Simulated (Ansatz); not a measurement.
# Binding across the interface in twisted silicene bilayer, 84.43° (268 atoms)

How much energy holds the two parts of twisted silicene bilayer, 84.43° (268 atoms) together, and how does it fall off with distance?

Calculated with Ansatz 0.2.0; Kohn-Sham DFT, RPBE+D3(BJ), PAW (set soft_2), plane waves.

### Step 1. Starting point

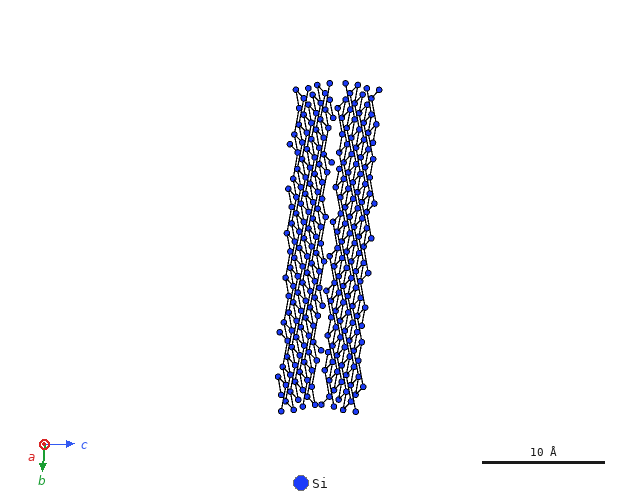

The cell as given, from the side, with the c axis across the page (silicon blue).

The cell holds 268 atoms: 268 Si. Cell: a = 31.596 Å, b = 31.596 Å, c = 16.170 Å, α = 90.0°, β = 90.0°, γ = 120.0°. It derives from Si (silicene). Silicene (a = 3.86 Å) under silicene (a = 3.86 Å), bilayer, commensurate cell of 67 unit cells a layer, twist 84.43 deg; facing planes 3.29 Å apart; 12 Å of vacuum; layers as built, displaced by a Gaussian of 0.01 Å. Regions: layer 1, 134 atoms (134 Si); layer 2, 134 atoms (134 Si). Vacuum lies along c.

### Step 2. Single point at the start

A single point comes first, to see the forces before anything moves.

Contents of input.yaml:

```yaml
crystal:
  lattice:
    - [31.5955, 0.0, 0.0]
    - [-15.79775, 27.36251, 0.0]
    - [0.0, 0.0, 16.17]
  atoms:
    - { symbol: Si, position: [0.06997, 0.64687, 0.39789] }
    - { symbol: Si, position: [0.09489, 0.59196, 0.37144] }
    - { symbol: Si, position: [0.09994, 0.78187, 0.3994] }
    - { symbol: Si, position: [0.12454, 0.72676, 0.37024] }
    - { symbol: Si, position: [0.12909, 0.91545, 0.39853] }
    - { symbol: Si, position: [0.15448, 0.86074, 0.37143] }
    - { symbol: Si, position: [0.15973, 0.05032, 0.39871] }
    - { symbol: Si, position: [0.184, 0.99487, 0.37104] }
    - { symbol: Si, position: [0.05482, 0.07993, 0.39818] }
    - { symbol: Si, position: [0.07967, 0.02461, 0.37121] }
    - { symbol: Si, position: [0.08421, 0.21388, 0.39861] }
    - { symbol: Si, position: [0.10999, 0.15969, 0.37099] }
    - { symbol: Si, position: [0.11482, 0.34886, 0.39878] }
    - { symbol: Si, position: [0.1394, 0.29337, 0.37217] }
    - { symbol: Si, position: [0.14415, 0.48258, 0.39813] }
    - { symbol: Si, position: [0.16948, 0.42816, 0.37151] }
    - { symbol: Si, position: [0.17472, 0.61719, 0.39839] }
    - { symbol: Si, position: [0.19913, 0.56165, 0.37186] }
    - { symbol: Si, position: [0.20443, 0.75098, 0.39801] }
    - { symbol: Si, position: [0.22846, 0.6968, 0.37176] }
    - { symbol: Si, position: [0.2333, 0.8847, 0.39707] }
    - { symbol: Si, position: [0.25858, 0.83019, 0.3701] }
    - { symbol: Si, position: [0.26399, 0.02007, 0.39845] }
    - { symbol: Si, position: [0.28867, 0.96486, 0.3699] }
    - { symbol: Si, position: [0.18907, 0.18345, 0.39828] }
    - { symbol: Si, position: [0.21412, 0.12965, 0.37069] }
    - { symbol: Si, position: [0.21861, 0.31841, 0.39818] }
    - { symbol: Si, position: [0.24349, 0.26369, 0.3703] }
    - { symbol: Si, position: [0.24782, 0.45262, 0.39826] }
    - { symbol: Si, position: [0.2738, 0.39762, 0.37144] }
    - { symbol: Si, position: [0.27835, 0.58697, 0.39719] }
    - { symbol: Si, position: [0.30291, 0.53182, 0.36954] }
    [... 230 atom lines left out ...]
    - { symbol: Si, position: [0.91545, 0.1287, 0.62962] }
    - { symbol: Si, position: [0.89079, 0.05016, 0.60169] }
    - { symbol: Si, position: [0.01973, 0.26375, 0.62931] }
    - { symbol: Si, position: [0.99473, 0.18415, 0.60221] }
    - { symbol: Si, position: [0.04923, 0.1589, 0.62834] }
    - { symbol: Si, position: [0.02458, 0.07987, 0.60189] }
kpoints:
  mp_grid: { grid: [3, 3, 1] }
hamiltonian:
  xc: rpbe
  dispersion: d3bj
scf:
  occupations: { method: gaussian, width: 0.025 }
output:
  forces: true
```

The run is started by

```bash
> ansatz run input.yaml --threads 5 --pin off --max-ram 81920MiB --backend cuda --events-out ev --progress --plain --runs-dir out
```

Numbers of over 12 decimals in the logs are rounded to 6 here.

What it wrote:

```text
[...]
Pseudopotentials: kind: paw
Pseudopotential: Si, paw, valence charge 4, recommended cutoff 420 eV (normal), Si.paw.azcp
[...]
GPU FFT provider: cuFFT
GPU libraries: cuBLAS 13.8.2, cuFFT 12.4.0, cuSOLVER 12.3.4
Crystal: 268 atoms, lattice volume = 13979.485 Å³
Basis set: ecut = 420 eV, 273229 PW (Γ), exchange–correlation on 432×432×240 points (8 copies of the dense FFT grid, shifted against one another)
Bands: 804, of which v1, the nominal top of the filled ones, is band 536 counted from 1 (535 counted from 0)
Symmetry: 1 space group operations
Space group: P1 (ITA 1), of the structure as read, at distance tolerance 2.4e-4 Å
k-points: 5 of 9 (time reversal used)
[...]
Initial density: superposition of atomic densities (neutral atoms: chi_scale 0, normalization atom), corrected by the library's trained network
Initial wavefunctions: pseudopotential atomic-orbital guess
GPU buffer pool allocated for 5598720 grid points (all kernels)
GPU transforms: local potential and band sums: pruned to the plane-wave sphere, on 216×216×120
GPU projectors: by the tables: the GPU's memory has no room for the FFT box's points about the atoms
[...]
SCF iter   1: F=—  HF=-171389.463533 eV  |F-HF|=—  |Δ(HF+E_count)|=         —  Δρ=2.00e-3  dr2=9.71e-1  ethr=1.77e-3  ⟨swp⟩=7.0  Hψ=22302  notcnv=0  defer=812
preconditioner: auto → LDOS  [metal: Δε(μ)=0.001 eV  Ē_g=7.073 eV  σ=0.025 eV  W_gap=0.03  n_scr=1322 (ndim 8)  ℏωp=10.3 eV  f_vac=0.473  D(μ)=145.64/eV (n_scr^D=606)  β→1.0]
[...]
SCF iter  11: F=—  HF=-171389.416982 eV  |F-HF|=—  |Δ(HF+E_count)|=   1.05e-7  Δρ=6.01e-7  dr2=1.78e-7  ethr=9.59e-11  ⟨swp⟩=2.0  Hψ=4763  notcnv=0  defer=1253
SCF iter  12: F=-171389.416982 eV  HF=-171389.416982 eV  |F-HF|=1.79e-8  |Δ(HF+E_count)|=   1.16e-8  Δρ=2.72e-7  dr2=3.58e-8  ethr=9.33e-12  ⟨swp⟩=4.0  Hψ=11414  notcnv=0
SCF 1 converged in 12 iterations: F = -171389.416982 eV  dr2 = 3.58e-8
[...]
SCF converged after 12 iterations
Free energy (F): -171389.416982 eV
Harris-Foulkes:  -171389.416982 eV  (|F-HF|=1.79e-8)
Internal energy: -171389.370923 eV  (E = F + TS)
E sigma→0 (E₀):  -171389.393952 eV
Entropy (-TS):   -0.046060 eV (-0.172 meV/atom)
Fermi energy:    -0.354481 eV
--- Per-component energies (eV) ---
[...]
Σ components = -171389.416982   (vs F -171389.416982, Δ=0.00e0)
--- Forces (eV/Å), atoms counted from 1 ---
  atom   1  Si    -0.06109752     0.16511191     0.43840041
  atom   2  Si     0.18727097     0.12953238     0.05739904
  atom   3  Si    -0.07426442    -0.27955933     0.63864343
  atom   4  Si     0.00051805    -0.19007079     0.15925486
[...]
atom 268  Si     0.42022410    -0.05246256    -0.66750825
  max |Σ_I F_I| component: 2.04e-5 eV/Å
```

Elapsed: 54 s, on 1 × NVIDIA H100 80GB HBM3 with 5 threads of AMD EPYC 7R13 (Zen 3), shared host; peak memory 3.5 GiB.

In the SCF lines HF is the Harris–Foulkes energy and dr2 the Hartree energy of the density residual, in eV; the loop may stop once dr2 is under the threshold and the program's other checks hold. Hψ counts applications of the Hamiltonian.

The program notes that it cut back its plan to fit the GPU's memory.

The r.m.s. force at the start is 0.29 eV/Å.

### Step 3. Relaxation

The atoms are relaxed in the fixed cell, aiming at the force tolerance of the input.

Contents of input.yaml:

```yaml
crystal:
  lattice:
    - [31.5955, 0.0, 0.0]
    - [-15.79775, 27.36251, 0.0]
    - [0.0, 0.0, 16.17]
  atoms:
    [... the 268 atom lines of step 2 ...]
kpoints:
  mp_grid: { grid: [3, 3, 1] }
hamiltonian:
  xc: rpbe
  dispersion: d3bj
scf:
  occupations: { method: gaussian, width: 0.025 }
output:
  forces: true
relax:
  f_tol: 0.05
  max_steps: 120
```

What it wrote:

```text
[...]
Pseudopotentials: kind: paw
Pseudopotential: Si, paw, valence charge 4, recommended cutoff 420 eV (normal), Si.paw.azcp
[...]
GPU FFT provider: cuFFT
GPU libraries: cuBLAS 13.8.2, cuFFT 12.4.0, cuSOLVER 12.3.4
Crystal: 268 atoms, lattice volume = 13979.485 Å³
Basis set: ecut = 420 eV, 273229 PW (Γ), exchange–correlation on 432×432×240 points (8 copies of the dense FFT grid, shifted against one another)
Bands: 804, of which v1, the nominal top of the filled ones, is band 536 counted from 1 (535 counted from 0)
Symmetry: 1 space group operations
Space group: P1 (ITA 1), of the structure as read, at distance tolerance 2.4e-4 Å
k-points: 5 of 9 (time reversal used)
[...]
Initial density: superposition of atomic densities (neutral atoms: chi_scale 0, normalization atom), corrected by the library's trained network
Initial wavefunctions: pseudopotential atomic-orbital guess
GPU buffer pool allocated for 5598720 grid points (all kernels)
GPU transforms: local potential and band sums: pruned to the plane-wave sphere, on 216×216×120
GPU projectors: by the tables: the GPU's memory has no room for the FFT box's points about the atoms
[...]
SCF iter   1: F=—  HF=-171389.463527 eV  |F-HF|=—  |Δ(HF+E_count)|=         —  Δρ=2.00e-3  dr2=9.71e-1  ethr=1.77e-3  ⟨swp⟩=7.0  Hψ=22302  notcnv=0  defer=812
preconditioner: auto → LDOS  [metal: Δε(μ)=0.001 eV  Ē_g=7.073 eV  σ=0.025 eV  W_gap=0.03  n_scr=1322 (ndim 8)  ℏωp=10.3 eV  f_vac=0.473  D(μ)=145.64/eV (n_scr^D=606)  β→1.0]
[...]
SCF iter   7: F=—  HF=-171389.416986 eV  |F-HF|=—  |Δ(HF+E_count)|=   2.32e-5  Δρ=1.24e-5  dr2=7.83e-5  ethr=3.61e-8  ⟨swp⟩=2.0  Hψ=4005  notcnv=0  defer=1253
SCF iter   8: F=-171389.416971 eV  HF=-171389.416982 eV  |F-HF|=1.06e-5  |Δ(HF+E_count)|=   4.65e-6  Δρ=5.70e-6  dr2=1.73e-5  ethr=5.83e-9  ⟨swp⟩=4.0  Hψ=10882  notcnv=0
SCF 1 converged in 8 iterations: F = -171389.416971 eV  dr2 = 1.73e-5
[...]
relax step   1: F+E_penalty+E_count = -171389.41697116 eV  Δ(F+E_penalty+E_count) = +0.000e0 eV  max|allowed force component| = 7.592e-1 eV/Å  Δτ_max = 0.0000 Å  (8 SCF iters, dr2 threshold 6.25e-5 eV, accepted)
[... from here on, the SCF cycles and remarks between the steps are left out, and one step in 5 is shown ...]
relax step   2: F+E_penalty+E_count = -171405.63622524 eV  Δ(F+E_penalty+E_count) = -1.622e1 eV  max|allowed force component| = 8.129e-1 eV/Å  Δτ_max = 0.1943 Å  (9 SCF iters, dr2 threshold 3.60e-5 eV, accepted)
relax step   5: F+E_penalty+E_count = -171416.95003479 eV  Δ(F+E_penalty+E_count) = -6.120e0 eV  max|allowed force component| = 6.455e-1 eV/Å  Δτ_max = 0.2000 Å  (8 SCF iters, dr2 threshold 1.00e-4 eV, accepted)
relax step  10: F+E_penalty+E_count = -171420.63120807 eV  Δ(F+E_penalty+E_count) = -1.378e-2 eV  max|allowed force component| = 3.403e-1 eV/Å  Δτ_max = 0.2000 Å  (9 SCF iters, dr2 threshold 1.00e-4 eV, accepted)
relax step  15: F+E_penalty+E_count = -171421.19397699 eV  Δ(F+E_penalty+E_count) = -9.110e-2 eV  max|allowed force component| = 2.034e-1 eV/Å  Δτ_max = 0.1000 Å  (9 SCF iters, dr2 threshold 4.99e-6 eV, accepted)
relax step  20: F+E_penalty+E_count = -171421.29129257 eV  Δ(F+E_penalty+E_count) = -1.404e-2 eV  max|allowed force component| = 7.213e-2 eV/Å  Δτ_max = 0.0100 Å  (7 SCF iters, dr2 threshold 7.44e-6 eV, accepted)
relax step  25: F+E_penalty+E_count = -171421.38695668 eV  Δ(F+E_penalty+E_count) = -1.937e-2 eV  max|allowed force component| = 1.867e-1 eV/Å  Δτ_max = 0.0686 Å  (5 SCF iters, dr2 threshold 3.49e-5 eV, accepted)
relax step  27: F+E_penalty+E_count = -171421.43989653 eV  Δ(F+E_penalty+E_count) = -2.305e-2 eV  max|allowed force component| = 1.547e-1 eV/Å  Δτ_max = 0.0398 Å  (5 SCF iters, dr2 threshold 3.01e-5 eV, accepted)
GPU FFT provider: cuFFT
GPU libraries: cuBLAS 13.8.2, cuFFT 12.4.0, cuSOLVER 12.3.4
GPU buffer pool allocated for 5598720 grid points (all kernels)
GPU transforms: local potential and band sums: pruned to the plane-wave sphere, on 216×216×120
GPU projectors: by the tables: the GPU's memory has no room for the FFT box's points about the atoms
[...]
Step cancelled. What follows is not a result of the run: it is the report of the last solve that finished, which converged after 5 SCF iterations.
Free energy (F): -171421.439897 eV
Harris-Foulkes:  -171421.439903 eV  (|F-HF|=6.22e-6)
Internal energy: -171421.438303 eV  (E = F + TS)
E sigma→0 (E₀):  -171421.439100 eV
Entropy (-TS):   -0.001594 eV (-0.006 meV/atom)
Fermi energy:    -0.220340 eV
--- Per-component energies (eV) ---
[...]
Σ components = -171421.439897   (vs F -171421.439897, Δ=0.00e0)
--- Forces (eV/Å), atoms counted from 1 ---
  atom   1  Si    -0.00492145    -0.01599881     0.01958177
  atom   2  Si    -0.00721333     0.00085597     0.01612565
  atom   3  Si    -0.00262240     0.02251528     0.02319590
  atom   4  Si    -0.05851511    -0.03100825    -0.00250840
[...]
atom 268  Si     0.00229194     0.01136058    -0.00382207
  max |Σ_I F_I| component: 2.30e-4 eV/Å
End of that report.
Error: SIGTERM received: cancelled by the caller after 4 completed SCF iterations
```

The job ended after 16 min (1 × NVIDIA H100 80GB HBM3 with 5 threads; peak memory 3.6 GiB).

The relaxation was stopped at its limit after 27 steps, 32.0 eV below its start, with a largest force component of 0.15 eV/Å.

[end of part 1 of 3]

[Logs are printed without paths, hosts, clocks, repeated set-up lines and the standing remarks that a program may print on its own settings, such as how far it seeks lower states.]

[Hosts, paths, dates, database ids (printed as entryN), source tags and the programs' standing remarks are cut or masked in the printed files.]
